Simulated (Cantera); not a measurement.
A closed system holds: 1 mol SiCl₄, 0.42 mol H₂, equilibrated at 0.133 bar.

These are equilibrium values from Cantera (NASA tables, ideal gas, pure condensed phases), not measurements of a reactor. Candidate condensed phases: Si; 19 gas species. The tables' values for SiCl₃ are old estimates; treat these amounts as uncertain. Equilibrium is a limit: real reactors are often held back by kinetics, nucleation or transport.

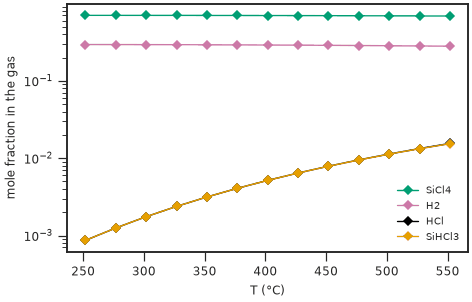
Equilibrium gas composition (values under 1e-9 drawn at 1e-9)

Question: Read off the mole fractions at 552 °C.

Answer: SiCl₄ about 0.69, H₂ about 0.28, HCl about 0.016, SiHCl₃ about 0.015.
